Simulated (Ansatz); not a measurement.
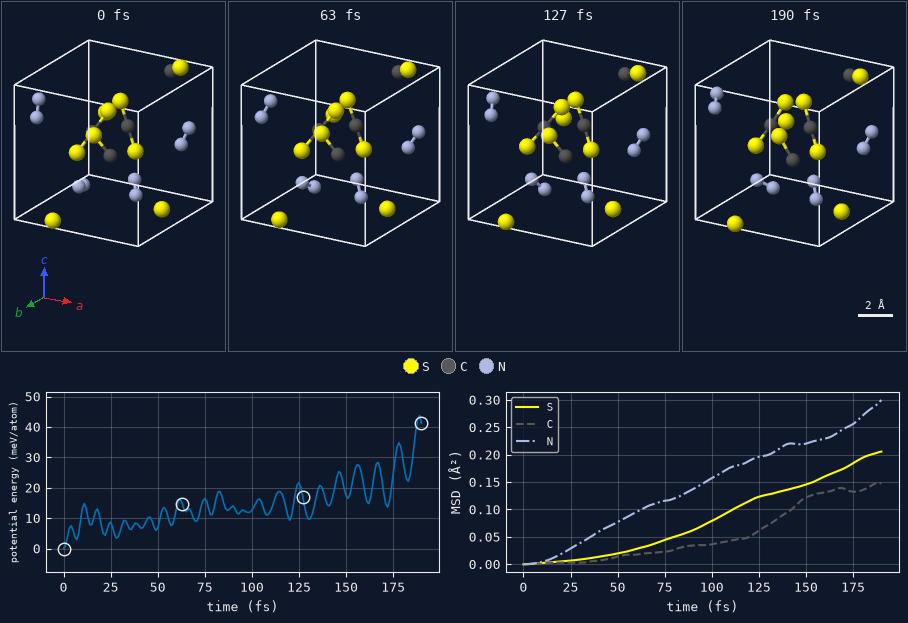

Molecular dynamics of a periodic cell with 4 CS2 + 4 N2 at 1.095 g/cm³, 190 fs long. Frames and the history of the run. A ball-and-stick model of the simulation cell, seen from a free direction.

The calculation used Ansatz 0.2.0, DFT PBE, scalar-relativistic, plane waves, PAW. Run with plane-wave cutoff 420 eV; k-point mesh 1 × 1 × 1; Fermi-Dirac smearing 0.05 eV; Langevin thermostat (NVT); set temperature 350 K; time step 1 fs; friction 0.02 per fs.

Input
```yaml
crystal:
  lattice:
    - [8.581681, 0.0, 0.0]
    - [0.0, 8.581681, 0.0]
    - [0.0, 0.0, 8.581681]
  atoms:
    - { symbol: S, position: [0.06066081, 1.03258225, 0.3150522] }
    - { symbol: C, position: [0.1801418, 1.00889995, 0.179826] }
    - { symbol: S, position: [0.30058489, 0.98378214, 0.04559924] }
    - { symbol: S, position: [0.73861684, -0.00331013, 0.94287424] }
    - { symbol: C, position: [0.76893129, 0.17191089, 0.98118509] }
    - { symbol: S, position: [0.7994078, 0.34738575, 1.01888773] }
    - { symbol: S, position: [0.53323684, 0.62568183, 0.78991986] }
    - { symbol: C, position: [0.47892937, 0.74434958, 0.66200022] }
    - { symbol: S, position: [0.42320519, 0.86271591, 0.53505685] }
    - { symbol: S, position: [0.40449708, 0.24829396, 0.71135051] }
    - { symbol: C, position: [0.48760628, 0.28589906, 0.55311315] }
    - { symbol: S, position: [0.57057583, 0.32188468, 0.3944643] }
    - { symbol: "N", position: [0.02139741, 0.70725635, 0.80173472] }
    - { symbol: "N", position: [0.03477704, 0.75740793, 0.68409533] }
    - { symbol: "N", position: [0.79387845, 0.70584491, 0.35825377] }
    - { symbol: "N", position: [0.78846602, 0.67872186, 0.23232649] }
    - { symbol: "N", position: [0.29223273, 0.55803658, 0.16968478] }
    - { symbol: "N", position: [0.20784283, 0.47810094, 0.11239095] }
    - { symbol: "N", position: [-0.02746457, 0.37605131, 0.54431792] }
    - { symbol: "N", position: [-0.01491761, 0.29190595, 0.64112086] }
basis:
  ecutwfc: 420.0
kpoints:
  mp_grid: { grid: [1, 1, 1] }
hamiltonian:
  xc: pbe
scf:
  occupations: { method: fermi_dirac, width: 0.05 }
  lower_state_search: "off"
md:
  timestep: 1
  n_steps: 190
  ensemble: nvt_langevin
  temperature: 350.0
  initial_velocities: maxwell_boltzmann
  seed: 51383
  friction: 0.02
```

Command:
```bash
ansatz run input.yaml --threads 1 --pin off --max-ram 3072MiB --backend cpu --events-out ev --progress --plain --runs-dir out
```

> What do the frames and curves show?

In the second half of the run the atoms are, in the root-mean-square, this far from where they began (common drift taken out): N 0.47 Å, S 0.37 Å, C 0.31 Å. The heavy atoms stay within a fraction of a molecule's size of their starting places; so short a run doesn't tell a liquid from a solid. Over the second half the temperature averages 316 K (spread ±50 K). The potential energy is still drifting at the end, so the run hasn't reached equilibrium. The potential energy in the second half lies on average 19.7 meV per atom above the first frame.

Cost: 10 min on 1 thread of Arm Neoverse V1 (shared host), peak memory 0.53 GiB.
